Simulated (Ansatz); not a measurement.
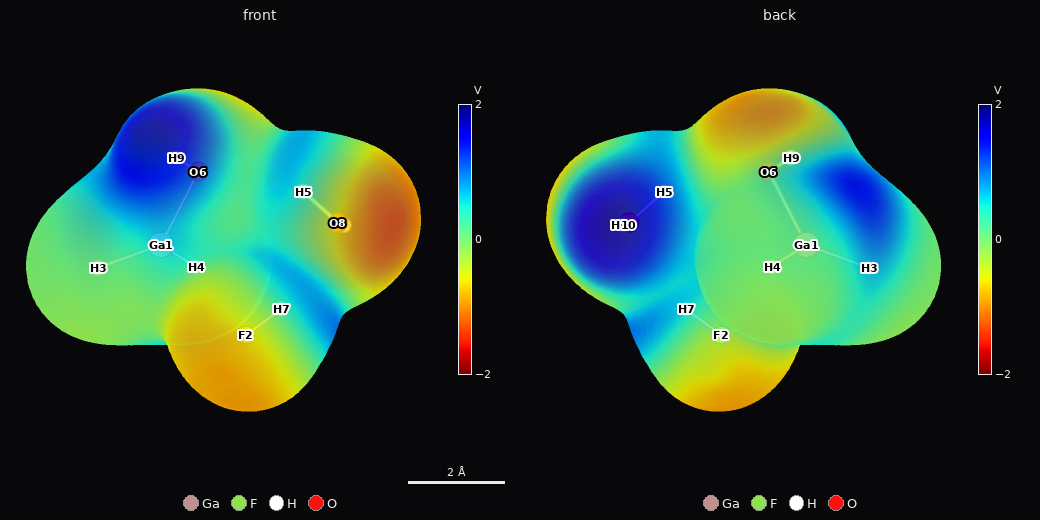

Figure. GaH3O···HF···H2O. The molecular electrostatic potential painted on the density surface at 0.001 e/bohr³, seen from the front and from behind; the colour scale runs from red (negative) to blue (positive).

Not at a stationary point (largest force 1.6 eV/Å).

The calculation used RKS PBE-D4/def2-SVP (Ansatz 0.2.0).

```yaml
atoms:
  - { symbol: Ga, position_ang: [-1.6016, 0.4638, -0.2263] }
  - { symbol: F, position_ang: [0.8017, 0.0129, -2.0964] }
  - { symbol: H, position_ang: [-2.6254, -0.1398, -1.2587] }
  - { symbol: H, position_ang: [-1.1101, 1.9229, 0.0511] }
  - { symbol: H, position_ang: [1.2916, -0.5523, 1.1151] }
  - { symbol: O, position_ang: [-0.9625, -0.7082, 1.0686] }
  - { symbol: H, position_ang: [1.4016, -0.0556, -1.3995] }
  - { symbol: O, position_ang: [2.0859, -0.1188, 0.7457] }
  - { symbol: H, position_ang: [-1.2853, -1.6126, 0.8988] }
  - { symbol: H, position_ang: [2.0041, 0.7879, 1.1017] }
```

**Which sites attract a positive test charge, and which a negative one?**

A positive charge is drawn to the negative regions and a negative charge to the positive ones. The most negative region (about −1.2 V) lies over O8, the most positive (about +1.7 V) over H9 and H10. O8 is the likeliest acceptor of a hydrogen bond.
